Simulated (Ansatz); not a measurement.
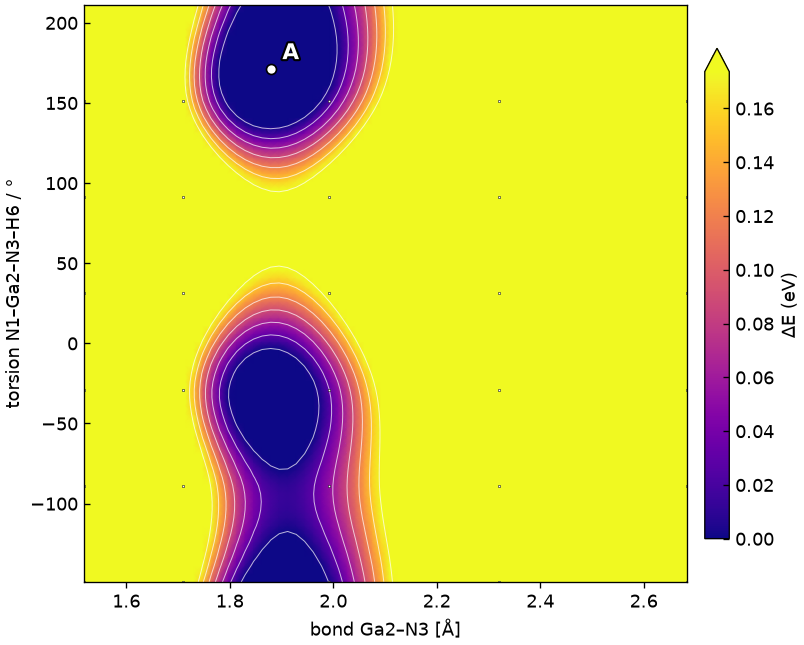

GaH₄N₂, SMILES [NH2][Ga][NH2], spin multiplicity 2. Two internal coordinates are moved rigidly from the geometry relaxed at PBE0-D4/def2-TZVP, all others fixed. Coordinates scanned: (1) bond Ga2–N3; (2) torsion N1–Ga2–N3–H6. The scan uses a 5 × 6 grid. Energies: eV, counted from the lowest grid point. The calculation used Ansatz 0.2.0, UKS PBE-D4/def2-TZVPP.

Drawn: a smooth colour map with a few white contour lines, dots at the grid points, one colour for all values above the top of the scale, the point A. Between grid points the surface is interpolated.

Question: Find the lowest pass out of the well at A.

Answer: The easiest path leads from the well at about bond Ga2–N3 = 1.88 Å, torsion N1–Ga2–N3–H6 = 170° to the well at about bond Ga2–N3 = 1.88 Å, torsion N1–Ga2–N3–H6 = −35°, about 0.037 eV higher. Its highest point lies about 0.11 eV above the bottom of the first well on the interpolated surface, at about bond Ga2–N3 = 1.91 Å, torsion N1–Ga2–N3–H6 = −95°. Seen from the upper well the barrier is about 0.071 eV. This is the barrier on the constrained surface; relaxing the other coordinates would change it.

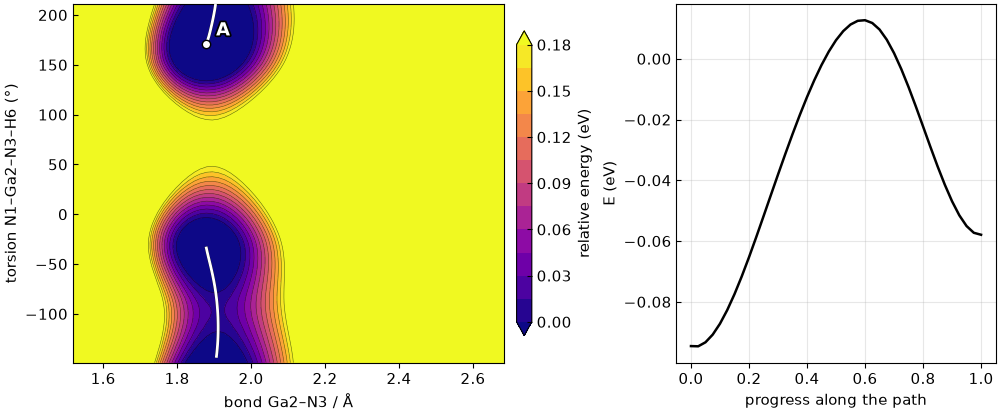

Drawn: filled contours, a line along the lowest path, one colour for all values above the top of the scale, the energy along the path at the right. Between grid points the surface is interpolated.
